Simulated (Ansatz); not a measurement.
**TiC: response to strain**

The parent structure is TiC in the rock salt structure (space group Fm-3m, No. 225; relaxed with 0.1 eV smearing).

TiC is modelled in the cubic space group Fm-3m (No. 225), the rock salt structure, Pearson symbol cF8. Lattice parameters: a = 4.3327 Å, b = 4.3327 Å, c = 4.3327 Å, α = 90.00°, β = 90.00°, γ = 90.00°. C on 4a is surrounded by 6 Ti at 2.166 Å (octahedral). Ti on 4b sees 6 C at 2.166 Å and 12 Ti at 3.064 Å. (Neighbours: up to the widest gap in distance over summed covalent radii, below 1.35, at either atom; cation-cation and far metal-metal contacts left out.)
(The calculation used a cell of 2 atoms; values per cell refer to that cell.)

Strains are applied to the cell and any free atomic positions relax.

The values are results of PBE, PAW, 420 eV (Ansatz, a program for electronic structure; spin-orbit coupling left out), earlier PAW set, not measurements.

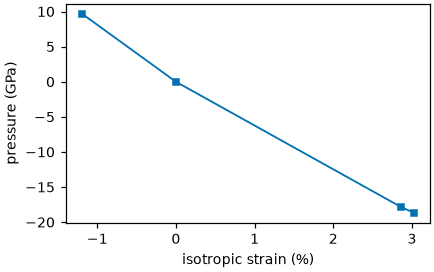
Fig. 1. Pressure against isotropic strain

| isotropic strain (%) | pressure |
|---|---|
| -1.19 | 9.7 GPa |
| 2.86 | -17.8 GPa |
| 3.02 | -18.6 GPa |

Stability against distortions was not tested. The final runs are not spin-polarised.
